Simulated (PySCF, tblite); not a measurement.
# C4H10O2Si: geometry, infrared bands and NMR shifts

What infrared bands and NMR shifts should C4H10O2Si (`O=CCCC[SiH2]O`) show?

Computed with tblite 0.8.0 and PySCF 2.14.0, with density-fitted response routines of our own, on a single molecule in the gas phase. Atoms are numbered from 0 throughout.

### 1 The starting structure

17 atoms, charge 0, multiplicity 1; geometry from: force field or distance geometry start.

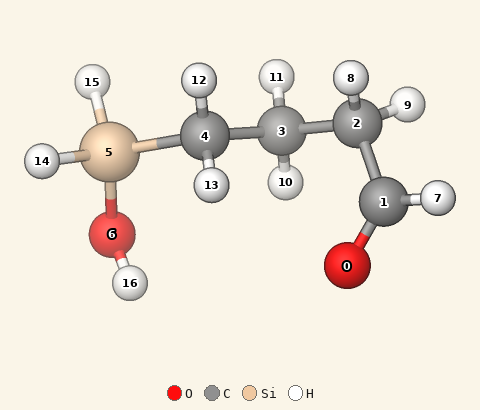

The starting geometry (oxygen red, carbon grey, silicon light orange, hydrogen white), atoms numbered.

### 2 Optimising the geometry with GFN2-xTB

Job settings and geometry (Å):

```
{"job": {"kind": "relax", "xc": "GFN2-xTB", "basis": "xTB"}, "charge": 0, "multiplicity": 1}
O     -0.937000     1.901900    -1.721200
C     -1.542500     0.896500    -2.088900
C     -1.108100    -0.522900    -1.733200
C      0.133800    -0.583300    -0.872900
C     -0.148800    -0.214800     0.604200
Si     1.353800    -0.152300     1.707600
O      2.516800     0.899300     1.143300
H     -2.437900     0.972100    -2.700100
H     -1.956700    -1.023400    -1.250600
H     -0.929500    -1.028900    -2.683600
H      0.912900     0.054200    -1.285300
H      0.521000    -1.619500    -0.897500
H     -0.868000    -0.926300     1.031000
H     -0.623400     0.769900     0.638500
H      0.949300     0.304600     3.063800
H      1.950200    -1.503300     1.827200
H      2.206900     1.788400     0.913600
```

Launch:

```sh
$ OMP_NUM_THREADS=1 python probes_run.py task.json out
```

This one command runs all jobs of the session in turn.

The program printed:

```text
step      E/eV     max force
  0    -640.62705    2.547
  1    -640.69053    3.040
  2    -640.74405    0.406
  3    -640.75220    0.296
  4    -640.76262    0.257
  5    -640.76869    0.246
  6    -640.77765    0.287
  7    -640.78472    0.219
  8    -640.78970    0.203
  9    -640.79239    0.135
 10    -640.79400    0.114
 11    -640.79538    0.097
 12    -640.79684    0.107
 13    -640.79792    0.074
 14    -640.79857    0.052
 15    -640.79897    0.047
 16    -640.79934    0.047
 17    -640.79974    0.047
 18    -640.80007    0.039
 19    -640.80029    0.032
 20    -640.80045    0.035
 21    -640.80061    0.031
 22    -640.80076    0.032
 23    -640.80089    0.027
 24    -640.80101    0.036
 25    -640.80114    0.042
 26    -640.80131    0.039
 27    -640.80150    0.037
 28    -640.80166    0.031
 29    -640.80178    0.027
 30    -640.80188    0.031
 31    -640.80199    0.029
 32    -640.80212    0.031
 33    -640.80227    0.036
 34    -640.80242    0.027
 35    -640.80254    0.025
 36    -640.80263    0.021
 37    -640.80270    0.020
 38    -640.80277    0.018
 39    -640.80283    0.015
 40    -640.80288    0.018
 41    -640.80293    0.018
 42    -640.80297    0.015
 43    -640.80302    0.015
 44    -640.80307    0.016
 45    -640.80312    0.019
 46    -640.80317    0.018
 47    -640.80322    0.015
 48    -640.80324    0.013
 49    -640.80326    0.015
 50    -640.80328    0.016
 51    -640.80331    0.013
 52    -640.80334    0.014
 53    -640.80337    0.015
 54    -640.80340    0.019
 55    -640.80344    0.017
 56    -640.80349    0.013
 57    -640.80353    0.018
 58    -640.80358    0.017
 59    -640.80364    0.025
 60    -640.80372    0.029
 61    -640.80382    0.024
 62    -640.80391    0.025
 63    -640.80397    0.020
 64    -640.80403    0.019
 65    -640.80409    0.020
 66    -640.80414    0.018
 67    -640.80419    0.017
 68    -640.80423    0.019
 69    -640.80427    0.019
 70    -640.80431    0.017
 71    -640.80434    0.017
 72    -640.80438    0.016
 73    -640.80442    0.017
 74    -640.80445    0.013
 75    -640.80448    0.012
 76    -640.80450    0.012
 77    -640.80453    0.014
 78    -640.80458    0.019
 79    -640.80463    0.018
 80    -640.80469    0.015
 81    -640.80474    0.017
 82    -640.80480    0.019
 83    -640.80485    0.016
 84    -640.80489    0.018
 85    -640.80493    0.014
 86    -640.80496    0.011
 87    -640.80498    0.011
 88    -640.80500    0.010
 89    -640.80503    0.015
 90    -640.80506    0.016
 91    -640.80509    0.015
 92    -640.80512    0.010
```

It took 0.93 s on 1 thread of Arm Neoverse N1, shared host; peak memory 0.18 GiB.

Step by step: (not every step is listed)

| step | energy from step 0 (eV) | largest force (eV/Å) |
| --- | --- | --- |
| 0 | 0.0000 | 2.5467 |
| 1 | -0.0635 | 3.0401 |
| 2 | -0.1170 | 0.4063 |
| 3 | -0.1251 | 0.2964 |
| 4 | -0.1356 | 0.2570 |
| 5 | -0.1416 | 0.2465 |
| 6 | -0.1506 | 0.2866 |
| 7 | -0.1577 | 0.2190 |
| 8 | -0.1626 | 0.2035 |
| 15 | -0.1719 | 0.0472 |
| 22 | -0.1737 | 0.0319 |
| 29 | -0.1747 | 0.0268 |
| 36 | -0.1756 | 0.0206 |
| 43 | -0.1760 | 0.0153 |
| 50 | -0.1762 | 0.0162 |
| 57 | -0.1765 | 0.0182 |
| 64 | -0.1770 | 0.0191 |
| 71 | -0.1773 | 0.0170 |
| 78 | -0.1775 | 0.0194 |
| 85 | -0.1779 | 0.0141 |
| 87 | -0.1779 | 0.0110 |
| 88 | -0.1779 | 0.0100 |
| 89 | -0.1780 | 0.0153 |
| 90 | -0.1780 | 0.0160 |
| 91 | -0.1780 | 0.0152 |
| 92 | -0.1781 | 0.0098 |

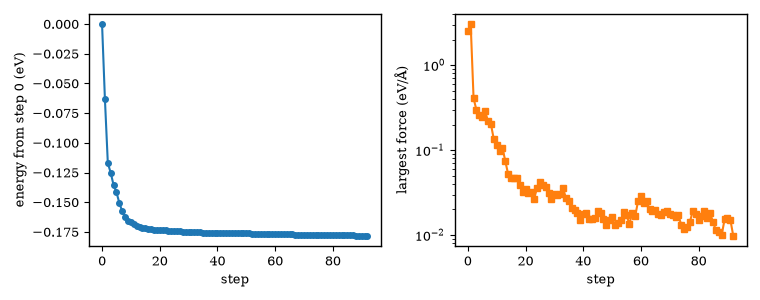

Energy and force, step by step.

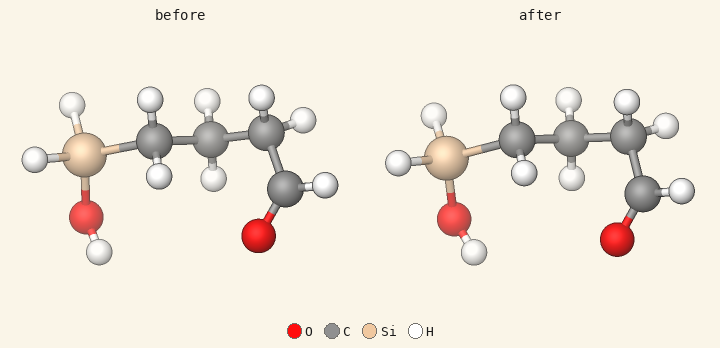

Before and after, at one scale.

Close pairs (by a distance rule), those that changed most:

| bond | before (Å) | after (Å) | change (Å) |
| --- | --- | --- | --- |
| Si5–O6 | 1.666 | 1.624 | -0.042 |
| C4–Si5 | 1.865 | 1.904 | +0.039 |
| O0–C1 | 1.230 | 1.199 | -0.031 |
| C1–C2 | 1.526 | 1.500 | -0.027 |
| Si5–H15 | 1.482 | 1.457 | -0.024 |
| C1–H7 | 1.087 | 1.110 | +0.023 |
| Si5–H14 | 1.487 | 1.465 | -0.022 |
| C3–C4 | 1.548 | 1.527 | -0.022 |

The end geometry stands in the next job.

### 3 Vibrational analysis with GFN2-xTB

Job settings and geometry (Å):

```
{"job": {"kind": "ir", "xc": "GFN2-xTB", "basis": "xTB"}, "charge": 0, "multiplicity": 1}
O     -0.782785     1.896903    -1.686309
C     -1.427757     0.939617    -2.011062
C     -1.083165    -0.493868    -1.735832
C      0.123402    -0.649480    -0.811105
C     -0.213859    -0.280556     0.631458
Si     1.334841    -0.120432     1.728052
O      2.393426     0.916807     1.063210
H     -2.371546     1.059640    -2.582865
H     -1.965864    -0.985589    -1.317620
H     -0.891213    -0.959905    -2.707791
H      0.921007    -0.001801    -1.180133
H      0.485056    -1.678480    -0.850398
H     -0.905127    -1.019141     1.038874
H     -0.746728     0.672859     0.630642
H      0.913630     0.340529     3.053713
H      2.105958    -1.356125     1.774825
H      2.103727     1.731051     0.658336
```

The program printed:

```text
mode    cm-1     km/mol
  1      25.3      3.76
  2      63.9      4.45
  3     103.1      4.30
  4     135.6      1.94
  5     172.0      1.63
  6     226.2     66.24
  7     236.0      5.28
  8     289.1     83.45
  9     349.6      9.02
 10     512.0     79.39
 11     600.2     18.06
 12     652.7     10.85
 13     682.2     19.67
 14     696.7     28.44
 15     751.4    103.74
 16     765.3     26.78
 17     784.6    221.61
 18     822.7    387.00
 19     892.9     33.68
 20     909.7    142.84
 21     938.4     17.49
 22     967.9     51.75
 23    1051.6     16.49
 24    1088.6      4.95
 25    1140.5     15.99
 26    1164.2     17.45
 27    1260.8      9.86
 28    1277.8      1.71
 29    1318.9     15.36
 30    1354.9     11.18
 31    1384.7     17.14
 32    1425.2     21.85
 33    1483.7      0.62
 34    1493.2      0.42
 35    1789.1    261.21
 36    2236.5    386.04
 37    2312.7    246.59
 38    2737.3    176.39
 39    2938.5     15.94
 40    2963.0     15.61
 41    2968.0     10.79
 42    2981.3     62.91
 43    2990.6     24.73
 44    2994.6     71.11
 45    3654.4     17.64
```

Run time: 0.89 s. Hardware: 1 thread of Arm Neoverse N1, shared host; peak memory 0.18 GiB.

Which atoms move in the most intense modes:

| cm⁻¹ | km/mol | atoms |
| --- | --- | --- |
| 751 | 103.7 | H15 20 %, H14 17 %, H13 13 %, C4 13 % |
| 785 | 221.6 | H15 43 %, H14 42 % |
| 823 | 387.0 | H16 59 % |
| 910 | 142.8 | O6 40 %, Si5 34 % |
| 1789 | 261.2 | C1 60 %, O0 38 % |
| 2236 | 386.0 | H14 95 % |
| 2313 | 246.6 | H15 96 % |
| 2737 | 176.4 | H7 94 % |

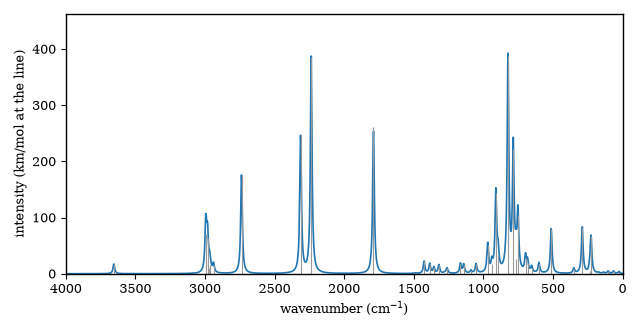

The infrared spectrum from these modes, unscaled. Lines are broadened to a width of 14 cm⁻¹ (Lorentzian).

### 4 NMR shieldings: PBE0/pcSseg-1

Settings changed since step 3:

```diff
@@ -1,2 +1,2 @@
-{"job": {"kind": "ir", "xc": "GFN2-xTB", "basis": "xTB"}, "charge": 0, "multiplicity": 1}
+{"job": {"kind": "nmr", "xc": "PBE0", "basis": "pcSseg-1"}, "charge": 0, "multiplicity": 1}
 O     -0.782785     1.896903    -1.686309
```

With the program's defaults for keys left out, this is: GIAO PBE0/pcSseg-1 NMR shielding, non-relativistic, gas phase.

The program printed:

```text
coarse grid: 14344 points
cycle   1  E = -597.6320195719  dE =  8.170e-01  |g| = 1.026e+00  |ddm| = 3.582e+00
cycle   2  E = -597.1563133660  dE =  4.757e-01  |g| = 1.874e+00  |ddm| = 2.599e+00
cycle   3  E = -597.8229351552  dE = -6.666e-01  |g| = 2.367e-01  |ddm| = 1.999e+00
cycle   4  E = -597.8330044164  dE = -1.007e-02  |g| = 9.388e-02  |ddm| = 2.374e-01
cycle   5  E = -597.8345197102  dE = -1.515e-03  |g| = 2.117e-02  |ddm| = 8.041e-02
cycle   6  E = -597.8346042077  dE = -8.450e-05  |g| = 6.885e-03  |ddm| = 2.076e-02
cycle   7  E = -597.8346145222  dE = -1.031e-05  |g| = 1.290e-03  |ddm| = 6.572e-03
cycle   8  E = -597.8346148350  dE = -3.128e-07  |g| = 4.389e-04  |ddm| = 1.632e-03
final grid: 132896 points
cycle   9  E = -597.8958858529  dE = -2.277e-05  |g| = 1.176e-02  |ddm| = 2.497e-02
cycle  10  E = -597.8958262087  dE =  5.964e-05  |g| = 2.126e-02  |ddm| = 2.373e-02
cycle  11  E = -597.8959124370  dE = -8.623e-05  |g| = 2.271e-03  |ddm| = 1.618e-02
cycle  12  E = -597.8959134782  dE = -1.041e-06  |g| = 2.732e-04  |ddm| = 1.893e-03
cycle  13  E = -597.8959134890  dE = -1.073e-08  |g| = 1.375e-04  |ddm| = 3.136e-04
cycle  14  E = -597.8959134925  dE = -3.573e-09  |g| = 2.840e-05  |ddm| = 1.243e-04
cycle  15  E = -597.8959134927  dE = -1.585e-10  |g| = 7.246e-06  |ddm| = 2.994e-05
converged SCF energy = -597.8959134927

GIAO shielding tensors (ppm)
atom      isotropic    diamagn.    paramagn.     s11        s22        s33       span
  0 O     -349.042     405.661    -754.703   -987.598   -447.795    388.267   1375.865
  1 C      -20.791     245.566    -266.357   -116.908    -41.735     96.269    213.176
  2 C      134.956     255.183    -120.227    102.640    134.961    167.268     64.628
  3 C      168.999     250.237     -81.238    155.666    171.671    179.662     23.996
  4 C      167.401     256.008     -88.607    151.010    168.889    182.304     31.294
  5 Si     366.599     879.131    -512.533    323.471    355.974    420.351     96.881
  6 O      326.147     389.110     -62.963    285.340    328.119    364.982     79.642
  7 H       21.538      25.705      -4.166     19.449     19.644     25.522      6.073
  8 H       29.260      32.163      -2.904     25.789     28.622     33.368      7.579
  9 H       29.018      30.057      -1.040     24.967     27.353     34.733      9.766
 10 H       29.465      34.050      -4.585     25.226     29.423     33.747      8.521
 11 H       30.501      32.917      -2.416     24.923     29.481     37.101     12.178
 12 H       31.558      33.593      -2.035     27.171     29.883     37.619     10.448
 13 H       30.862      35.187      -4.325     26.804     31.112     34.670      7.866
 14 H       26.543      28.728      -2.185     22.805     24.921     31.904      9.099
 15 H       26.900      29.224      -2.324     23.427     25.318     31.955      8.528
 16 H       30.805      33.019      -2.214     22.367     26.384     43.664     21.297
```

It took 61 s on 1 thread of Arm Neoverse N1, shared host; peak memory 0.81 GiB.

Shifts follow as δ = σ(reference) − σ, with reference shieldings (ppm) from runs at the same level and on the same kind of geometry: 1H TMS 31.72, 13C TMS 186.9, 29Si TMS 349.2, 17O H2O 336.1. The references are single molecules in the gas phase, so shifts against H2O, NH3, PH3, H3PO4 or CFCl3 are not on the usual liquid scales and can be off by tens of ppm. Atoms listed in one row are averaged.

| atoms | environment | σ (ppm) | δ (ppm) | δ scaled to CDCl3 |
| --- | --- | --- | --- | --- |
| C1 | aldehyde carbonyl carbon | -20.8 | 207.7 | 200.8 |
| C2 | sp3 CH2 α to a carbonyl | 135.0 | 52.0 | 48.8 |
| C4 | sp3 CH2 bonded to Si | 167.4 | 19.5 | 17.1 |
| C3 | sp3 CH2 | 169.0 | 17.9 | 15.6 |
| H7 | hydrogen on an aldehyde carbonyl carbon | 21.54 | 10.18 | 9.70 |
| H14, H15 | hydrogen on a silicon bonded to C, O | 26.72 | 5.00 | – |
| H8, H9 | hydrogen on an sp3 CH2 α to a carbonyl | 29.14 | 2.58 | 2.54 |
| H10, H11 | hydrogen on an sp3 CH2 | 29.98 | 1.73 | 1.74 |
| H16 | hydrogen on an oxygen bonded to Si | 30.80 | 0.91 | – |
| H12, H13 | hydrogen on an sp3 CH2 bonded to Si | 31.21 | 0.51 | 0.58 |
| O0 | aldehyde oxygen | -349.0 | 685.1 | – |
| O6 | oxygen bonded to Si, H | 326.1 | 9.9 | – |
| Si5 | silicon bonded to C, O, 2 H | 366.6 | -17.4 | – |

The scaled column applies a straight-line fit of computed shieldings to shifts measured in CDCl3 (root-mean-square error 0.16 ppm for H, 1.9 ppm for C).

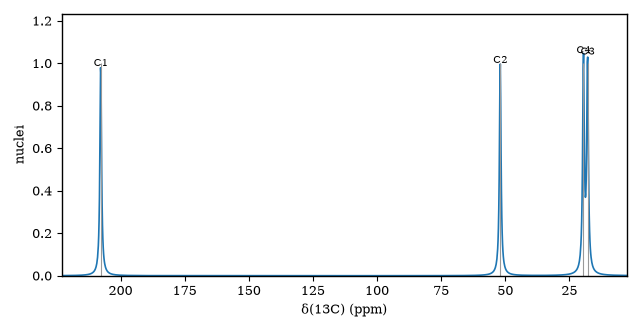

13C lines at the computed shifts, without couplings. Lines are broadened to a width of 0.76 ppm (Lorentzian).

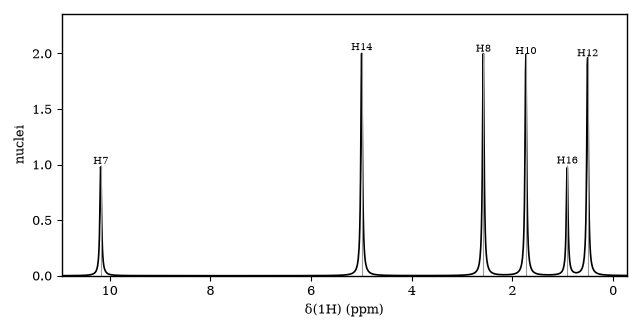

1H lines at the computed shifts, without couplings. Lines are broadened to a width of 0.04 ppm (Lorentzian).

The run also stored atomic charges by several schemes (e):

| atoms | Mulliken | IAO | Hirshfeld | ESP fit |
| --- | --- | --- | --- | --- |
| O0 | -0.36 | -0.40 | -0.22 | -0.46 |
| C1 | 0.23 | 0.27 | 0.14 | 0.47 |
| C2 | -0.27 | -0.31 | -0.07 | -0.21 |
| C3 | -0.24 | -0.25 | -0.07 | 0.23 |
| C4 | -0.57 | -0.57 | -0.17 | -0.58 |
| Si5 | 0.90 | 1.02 | 0.40 | 0.72 |
| O6 | -0.56 | -0.79 | -0.31 | -0.71 |

ESP fit charges:

O0 -0.46; C1 0.47; C2 -0.21; C3 0.23; C4 -0.58; Si5 0.72; O6 -0.71; H7 -0.02; H8 0.07; H9 0.06; H10 -0.01; H11 -0.01; H12 0.13; H13 0.15; H14 -0.17; H15 -0.13; H16 0.45

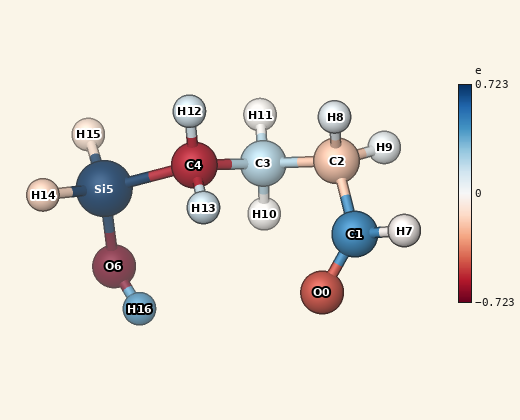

ESP fit charges, as colours on the atoms.

Mayer bond orders: O0–C1 2.01, C1–C2 0.99, C2–C3 1.04, C3–C4 1.01, C4–Si5 0.89, Si5–O6 1.02.

The fields below are evaluated on a grid from the run's orbitals.

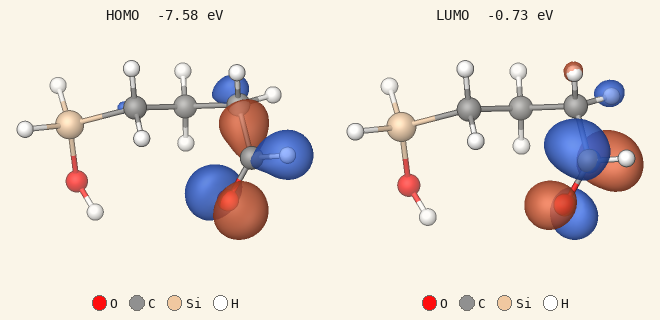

Frontier orbitals at PBE0/pcSseg-1; each surface holds 70 % of the orbital's density, blue and red mark the sign.

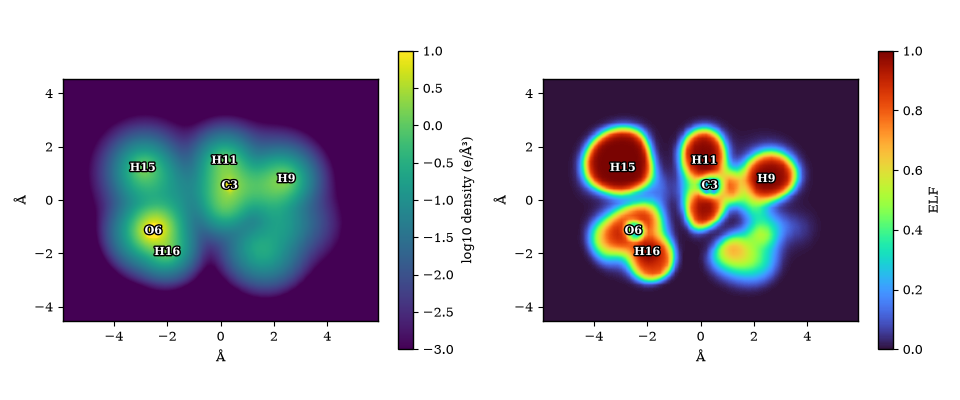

Density (left) and ELF (right) in a plane through or near 6 of the atoms.

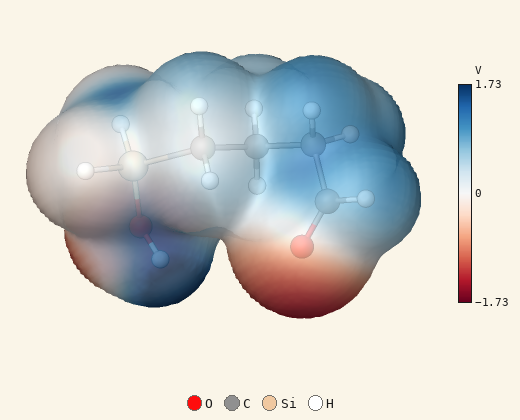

The potential that a unit positive charge feels on the 0.002 e/bohr³ surface, from -1.50 V near O6 to 1.73 V near H16.

### 5 Results

| quantity | value |
| --- | --- |
| strongest single infrared mode (GFN2-xTB) | 823 cm⁻¹, 387 km/mol |
| zero-point energy (GFN2-xTB) | 82.3 kcal/mol |
| 13C shifts against TMS (PBE0/pcSseg-1) | 207.7, 52.0, 19.5, 17.9 ppm |
| 1H shifts against TMS (PBE0/pcSseg-1, means over atoms taken as alike) | 10.18, 5.00, 2.58, 1.73, 0.91, 0.51 ppm |
| 17O shifts against H2O (PBE0/pcSseg-1) | 685.1, 9.9 ppm |
| 29Si shifts against TMS (PBE0/pcSseg-1) | -17.4 ppm |
| surface potential, least and greatest | -1.50 V and 1.73 V |

**Reading.** Over 92 steps the energy fell by 0.178 eV; of the close pairs, Si5–O6 changed most, 1.666 to 1.624 Å. No mode is imaginary among the 45: a minimum at this level. The strongest single mode, at 823 cm⁻¹, moves mainly H16. GFN2-xTB is a fitted tight-binding method: band positions and strengths are rough. Its intensities can rank the bands wrongly. The most deshielded carbon is C1 (aldehyde carbonyl carbon), at 207.7 ppm: low-lying n→π* states of the double bond to the heteroatom give a large paramagnetic term (-266 ppm). H7 (hydrogen on an aldehyde carbonyl carbon) lies farthest downfield among hydrogen, at 10.18 ppm; the formyl region, downfield of aromatic protons. At PBE0/pcSseg-1: The widest tensor belongs to O0: span 1376 ppm, with a paramagnetic part of -755 ppm. At PBE0/pcSseg-1, counted by nearest atom on the grid, the HOMO lies on O0 56 %; H7 15 %, the LUMO on C1 45 %; O0 32 %.
